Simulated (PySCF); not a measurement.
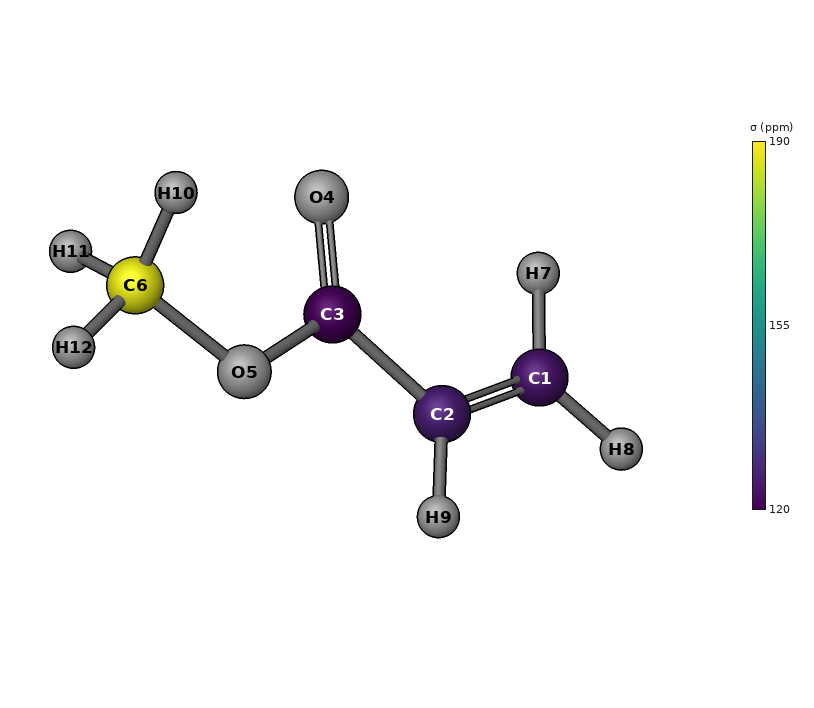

Atoms are coloured by their isotropic NMR shieldings (C only, the others grey). The geometry was computed by an optimisation with PBE0-D3(BJ)/def2-SVP. No frequency run is at hand to confirm it as a minimum. Properties computed with GIAO PBE0/STO-3G NMR shielding, non-relativistic, gas phase (PySCF 2.14.0).

List the isotropic NMR shieldings of the C atoms.

| atom | σ (ppm) |
| --- | --- |
| C1 | 123.9 |
| C2 | 125.8 |
| C3 | 120.7 |
| C6 | 186.9 |
